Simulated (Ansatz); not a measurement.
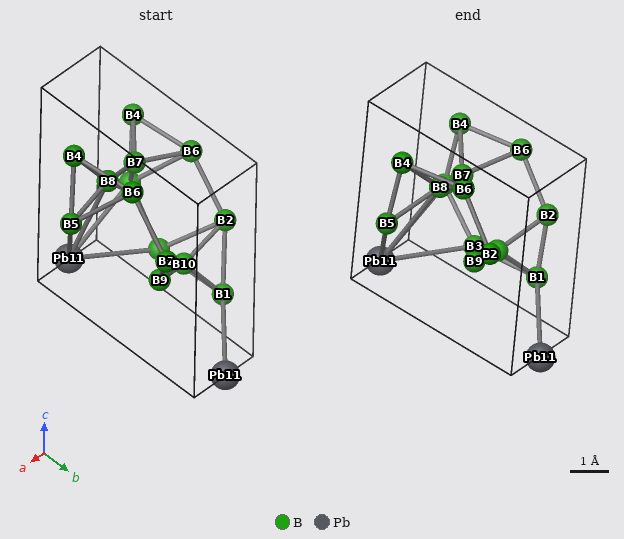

The structure of solid B10Pb (a generated structure, set up in P1) (coarse preliminary run) before (left) and after (right) a relaxation, at one scale.

The picture is a ball-and-stick view of the cell of the calculation, seen slightly off an axis.

All numbers below come from DFT PBE, scalar-relativistic, plane waves, PAW (Ansatz).

Input
```yaml
crystal:
  lattice:
    - [0.0869240328, -0.0903555463, 4.4088336595]
    - [5.256365014, -0.0444768348, 0.1041518949]
    - [-2.6667005758, 4.5007237937, -0.145834902]
  atoms:
    - { symbol: B, position: [0.0136989075, 0.8073092259, 0.209571571] }
    - { symbol: B, position: [0.0010193938, 0.8084225122, 0.5896639949] }
    - { symbol: B, position: [0.0117137307, 0.3996629586, 0.1954492821] }
    - { symbol: B, position: [0.0009938342, 0.2140190217, 0.7761726313] }
    - { symbol: B, position: [-0.0024205273, 0.2022855048, 0.4175132598] }
    - { symbol: B, position: [0.0069705486, 0.5883172461, 0.814792505] }
    - { symbol: B, position: [0.302588238, 0.3407193389, 0.6697859313] }
    - { symbol: B, position: [0.7054208639, 0.3212331744, 0.6475929152] }
    - { symbol: B, position: [0.6790369836, 0.6513522105, 0.3303541268] }
    - { symbol: B, position: [0.2954227307, 0.6611810633, 0.3388642348] }
    - { symbol: Pb, position: [0.4855552964, 0.0054977436, 0.0102395477] }
basis:
  ecutwfc: 420
kpoints:
  mp_grid: { grid: [6, 6, 6] }
hamiltonian:
  xc: pbe
scf:
  occupations: { method: gaussian, width: 0.2 }
  lower_state_search: "off"
output:
  forces: true
  stress: true
  eigenvalues: true
relax:
  adjacent_minimum: "off"
  f_tol: 0.025
  max_steps: 60
  cell: { stress_tol: 0.25 }
```

Command:
```bash
ansatz run input.yaml --threads 1 --pin off --max-ram 2560MiB --backend cpu --events-out ev --progress --plain --runs-dir out
```

Question: Describe what moved and what it gained.

Answer: The run was cut off at its time limit before the relaxation converged, so the last structure is only a point on the way. The atom that moves furthest relative to the cell is B9 (0.32 Å roughly along [2 −1 3]). By element the largest moves are B 0.32 Å, Pb 0.10 Å. The drawn cell changes as follows: a 4.411 → 4.387 Å (−0.5 %), b 5.258 → 5.084 Å (−3.3 %), c 5.233 → 4.871 Å (−6.9 %), α 121.1° → 110.3°, β 93.2° → 91.8°; the volume changes by −1.8 %. Some distances before and after: B8–B9 2.954 → 2.179 Å, B7–B10 2.974 → 2.209 Å, B5–B6 2.019 → 2.454 Å, B2–B5 2.651 → 2.315 Å. Bond angles that change, for instance: B3–B5–B7 104.5° → 83.3°, B3–B5–B4 150.7° → 131.9°, B2–B6–B7 104.0° → 86.7°. The space group stays P1 (No. 1). Over 5 geometry steps the energy falls by 242 meV per atom. The largest force component goes from 4.2 to 1.1 eV/Å. The pressure goes from 4.72 to −2.61 GPa.
